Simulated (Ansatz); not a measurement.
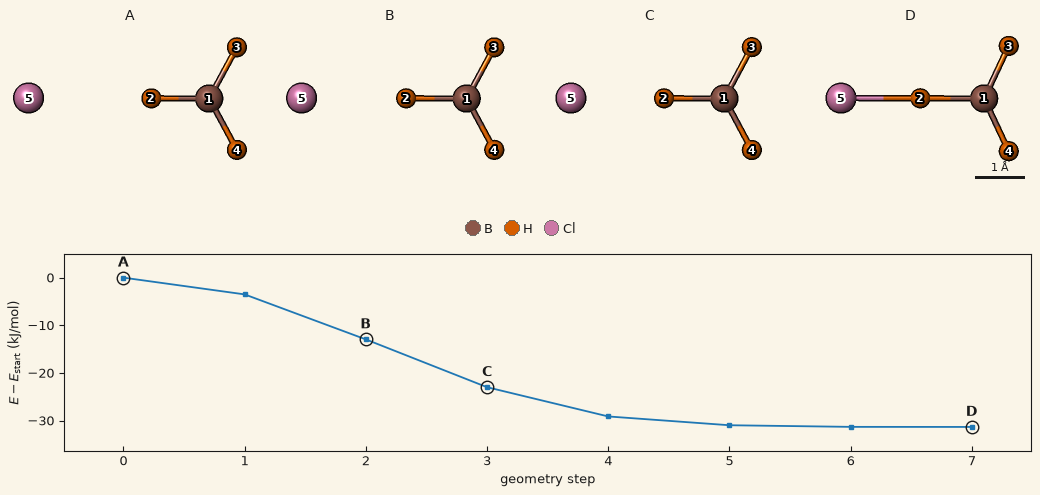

Frames of a relaxation of BH$_{3}$Cl (multiplicity 2), marked on the history of the run. A ball-and-stick model, seen face on.

The run prepares an end point of a later path (reaction) calculation, from a guessed geometry.

Theory: Ansatz 0.2.0, UKS PBE-D4/cc-pVDZ. (collinear spin; force threshold 0.03 eV/Å; at most 50 steps)

### Describe the path.

Over 7 geometry steps the energy falls by 31.3 kJ/mol. The largest force component goes from 0.78 to 0.012 eV/Å. The largest move after the best rigid fit is that of Cl5, 0.68 Å. Largest moves by element: Cl 0.68 Å, H 0.23 Å, B 0.11 Å. Some distances before and after: H2–Cl5 2.561 → 1.654 Å, B1–H2 1.205 → 1.330 Å. New bonds form, among them: H2–Cl5 (2.56 → 1.65 Å). Bond angles that change, for instance: H3–B1–H4 123.1° → 129.7°, H2–B1–H3 118.5° → 115.1°. The run took 17 s on 1 thread of Arm Neoverse V1 (shared host), peak memory 0.12 GiB. From step 0 to 2: Cl5 moves most (0.27 Å), energy −13.0 kJ/mol. From step 2 to 3: Cl5 moves most (0.19 Å), energy −10.0 kJ/mol. From step 3 to 7: Cl5 moves most (0.21 Å), energy −8.34 kJ/mol.

```tsv
step	E − E(0), kJ/mol	largest force component, eV/Å
0	0.00	0.7821
1	-3.51	0.5190
2	-12.96	0.4271
3	-22.99	0.4795
4	-29.13	0.9122
5	-30.98	0.3189
6	-31.32	0.0566
7	-31.33	0.0124
```

Limits of the set-up: the start holds two separate molecules, 2.6 Å apart at their closest, whose relative position is a soft coordinate.
